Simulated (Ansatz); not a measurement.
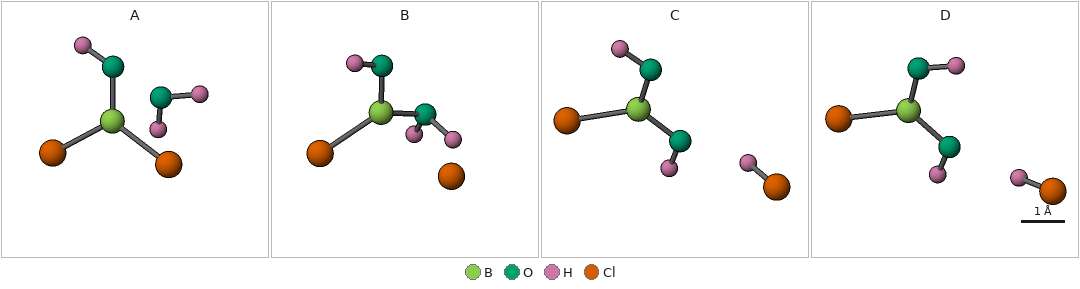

4 geometries from a converged minimum-energy path of BH₃O₂Cl₂, made up at the start of BH₂O₂Cl and HCl, shuffled. A ball-and-stick model, seen at a tilt.

All numbers below come from RHF/def2-SVP (Ansatz 0.2.0). Settings: 5 movable images; climbing image; force threshold 0.05 eV/Å; iteration limit 60; starting path through a guess of the saddle point.

One of them is the converged climbing image. Which?

Answer. B. In order along the path, whose images run from 0 to 6: D (image 1, +0.06 eV), C (image 2, +0.06 eV), B (image 4, +1.71 eV), A (image 6, +0.68 eV). Breaking: B–O (1.35 → 2.75 Å), Cl–H (1.28 → 3.30 Å). Forming: B–Cl (3.88 → 1.77 Å), H–O (2.24 → 0.95 Å).

Limits of the set-up: the start holds two separate molecules, 2.2 Å apart at their closest, whose relative position is a soft coordinate and is computed without a dispersion correction; Hartree-Fock leaves out electron correlation.
